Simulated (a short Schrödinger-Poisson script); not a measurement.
Structure: symmetric double-gate stack, SiO2 on p-type Si(100), at 300 K.

| layer | material | thickness (nm) | Na (cm⁻³) |
|---|---|---|---|
| 1 | SiO2 | 1.8 | - |
| 2 | Si | 3 | 9e17 |
| 3 | SiO2 | 1.8 | - |

The device is made up for the run: typed textbook-type constants, with dimensions and the other settings drawn at random. SiO2: permittivity 3.9, conduction-band edge (eV) 3.15, gap (eV) 9, electron mass (mₑ) 0.5. Si: permittivity 11.7, conduction-band edge (eV) 0, gap (eV) 1.124, Nv at 300 K (cm⁻³) 3.1e19.

Channel valleys (confinement mass, in-plane density-of-states mass, number): Δ2 0.916, 0.19, 2; Δ4 0.19, 0.417, 4. At the gates, both at one voltage, the conduction-band edge of layer 1 lies 3.37 eV − eVg above the Fermi level of the channel. Gaps are held at their typed values at every temperature. Mesh 0.03 nm at interfaces.

From a short Schrödinger-Poisson script (our own, NumPy): 1D Poisson equation in equilibrium, electrons quantum, Hartree (BenDaniel-Duke, 12 states a valley, the channel's in-plane mass for all, wave functions ending at the dielectric), parabolic valleys, classical holes, full ionisation, no traps, pinning or gate leakage.

Only gate voltages with over 1e8 electrons/cm² are shown.

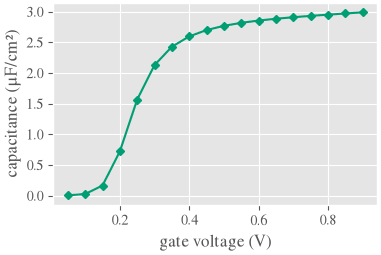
Fig. 1. Quasi-static capacitance against gate voltage

```tsv
Vg (V)	electrons (cm⁻²)	C (μF/cm²)	Δ2 E0 (meV)	Δ2 E1 (meV)	Δ4 E0 (meV)	Δ4 E1 (meV)
0.05	6.06e8	0.00383	228.3	364.8	402.5	1061.7
0.15	2.75e10	0.164	129.6	266.1	303.9	962.9
0.25	5.06e11	1.57	52.8	188.6	227.1	885.5
0.35	1.80e12	2.43	15.8	149.7	190.1	846.6
0.45	3.42e12	2.70	-6.1	125.5	168.2	822.4
0.55	5.14e12	2.82	-22.7	106.6	151.7	803.5
0.65	6.92e12	2.88	-36.7	90.1	137.8	787.2
0.75	8.74e12	2.93	-49.2	75.2	125.4	772.4
0.85	1.06e13	2.97	-60.6	61.4	114.2	758.7
```

Subbands count from the Fermi level. The capacitance is that of both gates.
